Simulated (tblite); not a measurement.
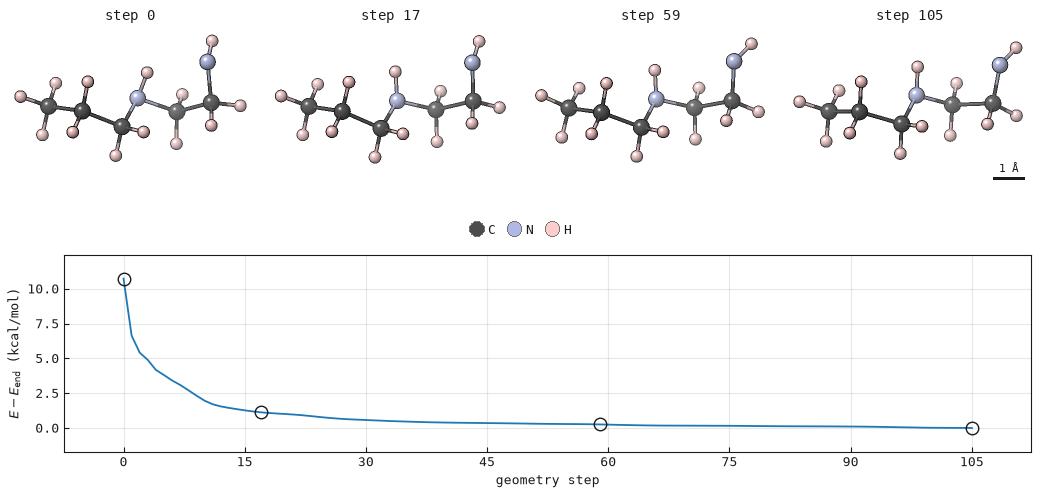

Frames of a relaxation of C₅H₁₃N₂ (multiplicity 2), marked on the history of the run. Style: ball-and-stick. Shown at a tilt.

The calculation used tblite 0.8.0, GFN2-xTB geometry optimisation, gas phase. 

> What happens along the run?

The largest move after the best rigid fit is that of an H atom, 0.83 Å. Largest moves by element: H 0.83 Å, N 0.45 Å, C 0.27 Å. Some distances before and after: C–N 1.471 → 1.382 Å, C–C 1.535 → 1.605 Å, C–N 1.469 → 1.413 Å, H–N 1.050 → 1.014 Å. Bond angles that change, for instance: C–N–H 99.5° → 111.6°, C–N–C 110.7° → 117.9°, N–C–H 110.2° → 116.0°. The energy falls by 10.7 kcal/mol in 105 geometry steps. From step 0 to 17: an H atom moves most (0.44 Å), energy −9.60 kcal/mol. From step 17 to 59: an H atom moves most (0.42 Å), energy −0.87 kcal/mol. From step 59 to 105: H atoms move most (0.27 Å), energy −0.25 kcal/mol.

```json
{"step": "0", "E − E(0), kcal/mol": "0.00"}
{"step": "1", "E − E(0), kcal/mol": "-4.09"}
{"step": "2", "E − E(0), kcal/mol": "-5.32"}
{"step": "3", "E − E(0), kcal/mol": "-5.84"}
{"step": "4", "E − E(0), kcal/mol": "-6.55"}
{"step": "5", "E − E(0), kcal/mol": "-6.92"}
{"step": "6", "E − E(0), kcal/mol": "-7.31"}
{"step": "7", "E − E(0), kcal/mol": "-7.63"}
{"step": "8", "E − E(0), kcal/mol": "-8.01"}
{"step": "9", "E − E(0), kcal/mol": "-8.39"}
{"step": "10", "E − E(0), kcal/mol": "-8.75"}
{"step": "15", "E − E(0), kcal/mol": "-9.46"}
{"step": "20", "E − E(0), kcal/mol": "-9.72"}
{"step": "25", "E − E(0), kcal/mol": "-9.98"}
{"step": "30", "E − E(0), kcal/mol": "-10.15"}
{"step": "35", "E − E(0), kcal/mol": "-10.26"}
{"step": "40", "E − E(0), kcal/mol": "-10.34"}
{"step": "45", "E − E(0), kcal/mol": "-10.37"}
{"step": "50", "E − E(0), kcal/mol": "-10.41"}
{"step": "55", "E − E(0), kcal/mol": "-10.44"}
{"step": "60", "E − E(0), kcal/mol": "-10.48"}
{"step": "65", "E − E(0), kcal/mol": "-10.54"}
{"step": "70", "E − E(0), kcal/mol": "-10.56"}
{"step": "75", "E − E(0), kcal/mol": "-10.57"}
{"step": "80", "E − E(0), kcal/mol": "-10.59"}
{"step": "85", "E − E(0), kcal/mol": "-10.61"}
{"step": "90", "E − E(0), kcal/mol": "-10.62"}
{"step": "95", "E − E(0), kcal/mol": "-10.66"}
{"step": "100", "E − E(0), kcal/mol": "-10.71"}
{"step": "105", "E − E(0), kcal/mol": "-10.72"}
```
